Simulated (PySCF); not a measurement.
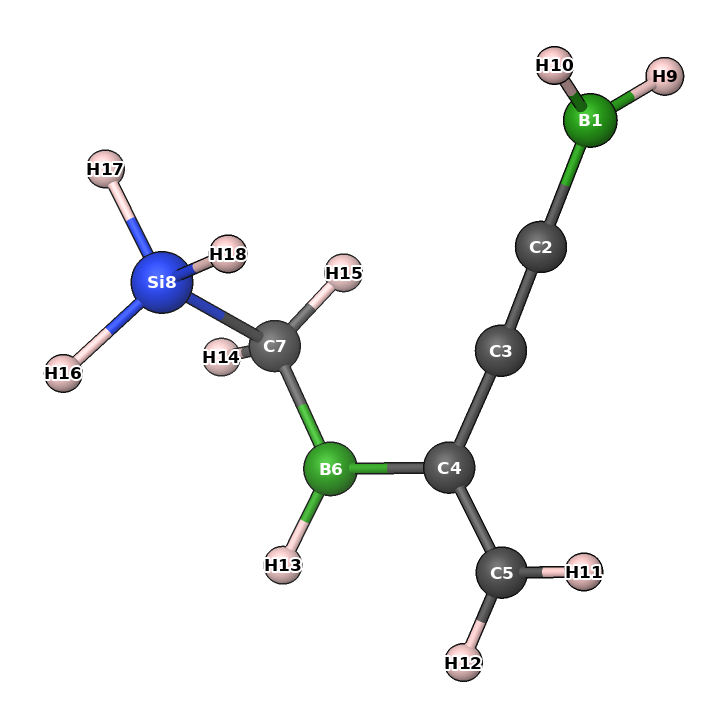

The computed structure is the end point of a GFN2-xTB optimisation. No frequency run is at hand to confirm it as a minimum. Electric field gradients from the ground-state density, PBE0/pcSseg-1 (PySCF 2.14.0), non-relativistic apart from any core potentials.

Give the largest field-gradient component, the quadrupole coupling constant and the asymmetry for 11B at B1 (Q = 40.59 mb), 11B at B6 (Q = 40.59 mb), 2H at H9 (Q = 2.86 mb), 2H at H10 (Q = 2.86 mb), 2H at H11 (Q = 2.86 mb), 2H at H12 (Q = 2.86 mb).

```tsv
atom	V_zz (a.u.)	e²qQ/h (MHz)	η
B1	0.585	5.58	0.11
B6	0.548	5.22	0.14
H9	0.239	0.161	0.12
H10	0.240	0.161	0.12
H11	0.325	0.219	0.03
H12	0.333	0.224	0.03
```

The geometry is semi-empirical. Around B, Si such bond lengths and angles can be off by a tenth of an ångström or more and by several degrees, and values that hang on the shape move with them.
